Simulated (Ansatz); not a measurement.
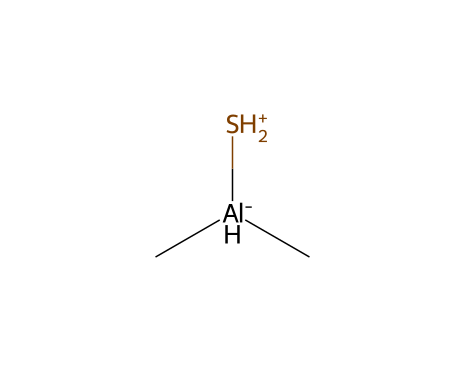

A structural formula.

Transcribe the drawing into SMILES.

[CH3][AlH-]([CH3])[SH2+]

What is the molecular formula?

C2H9AlS.

An optimisation with PBE0-D4/def2-TZVP gave a structure of which point group?

C1.

More results for the same structure follow; atom numbers are the same in all pictures, views and colours differ. Computed geometry: PBE0-D4/def2-TZVP optimisation.

Geometry

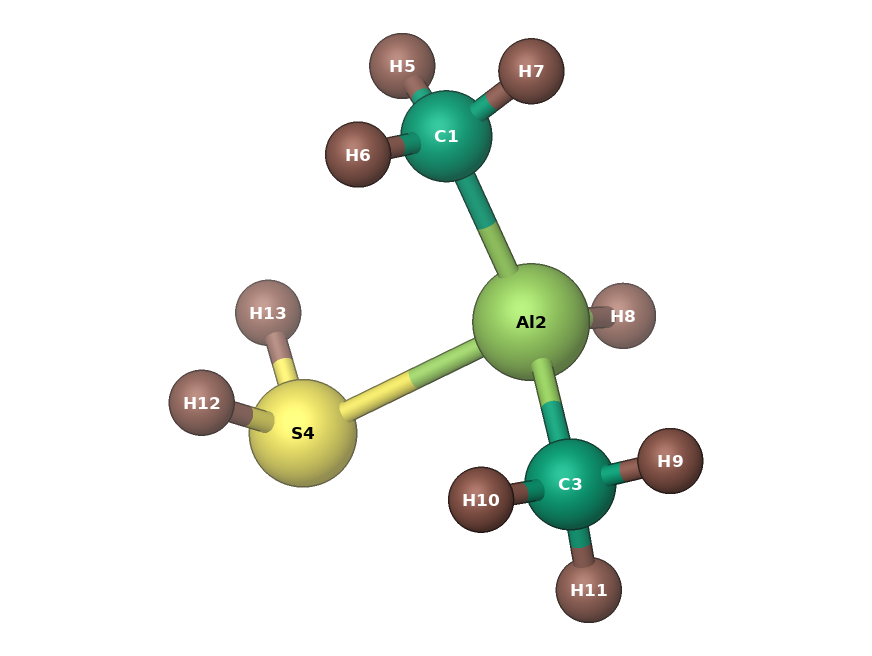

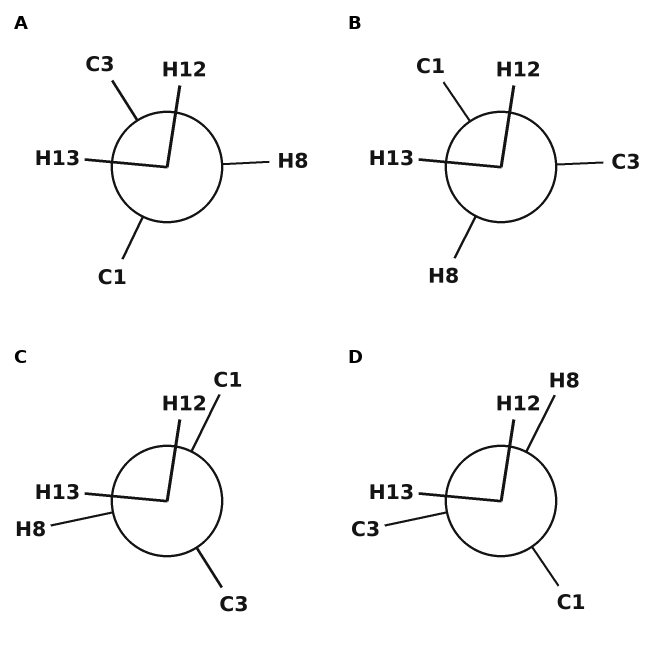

Depth is shown by fading: the farther an atom, the more it takes the colour of the background. Bonds that would overlap in a projection are set slightly apart.

Which Newman projection shows the view along S4–Al2, with S4 in front?

B. The torsion angle H12–S4–Al2–C1 is −43°, synclinal (gauche).

Charges

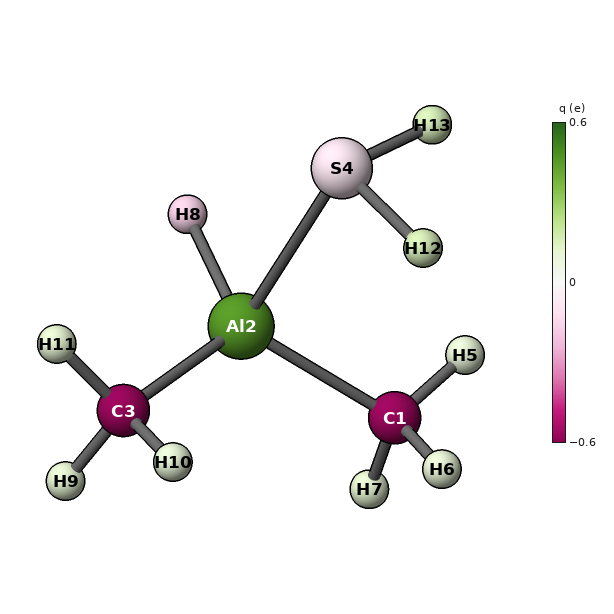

Atoms are coloured by their Mulliken charges. Method: RKS ωB97M-V/def2-TZVPP (Ansatz 0.2.0).

List the Mulliken charges.

| atom | value (e) |
| --- | --- |
| C1 | −0.56 |
| Al2 | 0.45 |
| C3 | −0.56 |
| S4 | −0.08 |
| H5 | 0.09 |
| H6 | 0.10 |
| H7 | 0.11 |
| H8 | −0.15 |
| H9 | 0.10 |
| H10 | 0.10 |
| H11 | 0.10 |
| H12 | 0.15 |
| H13 | 0.15 |

Electronic properties

Level of theory: RKS B3LYP-D4/def2-TZVPP (Ansatz 0.2.0).

Give the dispersion correction at this level.

−38.8 kJ/mol.

Estimate the dipole moment.

3.29 D.

What is the HOMO energy (Kohn–Sham orbital)?

−7.02 eV.

Give the LUMO energy (Kohn–Sham orbital) at this level.

−0.78 eV.

Thermal motion

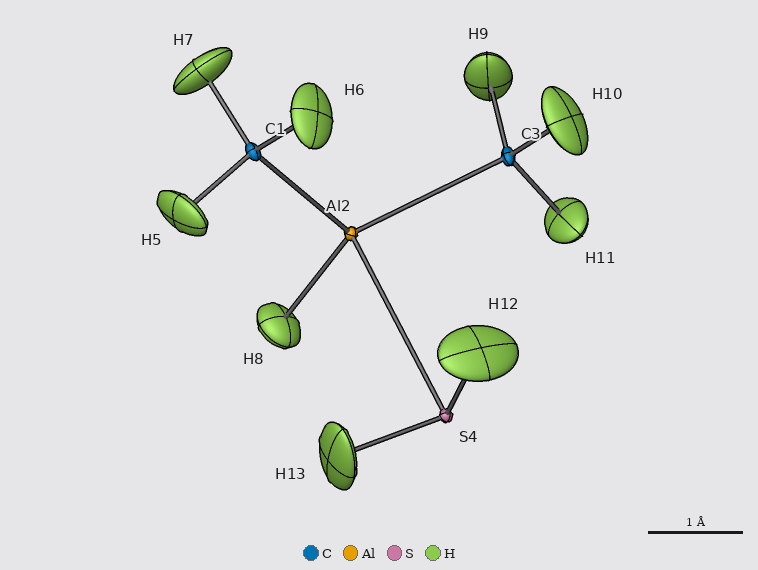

Displacement ellipsoids at the 50 % level, from the internal vibrations of the free molecule (harmonic, no overall translation or rotation; no half-axis is drawn under 0.075 Å). Vibrations computed with RKS PBE0-D4/def2-TZVP (Ansatz 0.2.0). Temperature: 0 K (zero-point motion alone).

Which atom moves most?

H12, with U_eq = 0.0479 Å².

Does H12 move more along its bond or across it?

Across it: the root-mean-square amplitude is 0.080 Å along the bond and up to 0.301 Å across, since bending and torsion are softer than stretching.

List U_eq and the three principal root-mean-square amplitudes for each kind of atom.

```tsv
atom	U_eq (Å²)	rms amplitudes (Å)
C1	0.0030	0.034, 0.050, 0.072
Al2	0.0015	0.034, 0.037, 0.045
C3	0.0032	0.035, 0.050, 0.076
S4	0.0011	0.019, 0.033, 0.044
H5	0.0310	0.087, 0.163, 0.243
H6	0.0321	0.079, 0.168, 0.249
H7	0.0320	0.098, 0.164, 0.244
H8	0.0245	0.100, 0.164, 0.191
H9	0.0338	0.101, 0.165, 0.253
H10	0.0338	0.080, 0.168, 0.258
H11	0.0324	0.087, 0.164, 0.251
H12	0.0479	0.079, 0.217, 0.301
H13	0.0461	0.083, 0.208, 0.297
```

Mulliken values depend strongly on the basis set and can even reverse the polarity of a bond.
